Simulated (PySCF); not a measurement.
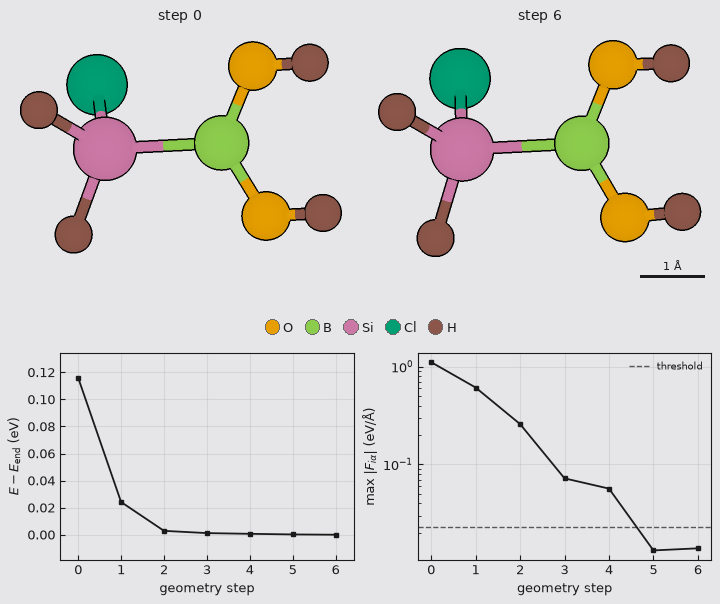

First and last geometry of a relaxation of BSiH4O2Cl, with the history of the run. A ball-and-stick model, seen at a tilt.

The start comes from GFN2-xTB.

Theory: PySCF, PBE0-D3(BJ)/def2-SVP geometry optimisation, gas phase. 

### What do the curves and the structures tell?

It converged. The Cl atom moves most after the best rigid fit: 0.11 Å. Largest moves by element: Cl 0.11 Å, H 0.08 Å, O 0.06 Å, Si 0.05 Å, B 0.02 Å. Some distances before and after: B–Si 1.971 → 2.031 Å, Cl–Si 2.033 → 2.086 Å, H–Si 1.472 → 1.494 Å, B–O 1.353 → 1.359 Å. Among the angles between lasting bonds that change: B–O–H 119.0° → 115.7°, Cl–Si–H 104.5° → 107.7°, H–Si–H 105.2° → 108.3°. The energy falls by 0.116 eV in 6 geometry steps. Largest force component: 1.1 eV/Å at the start, 0.014 eV/Å at the end. The run took about 19 core-seconds on a shared host.
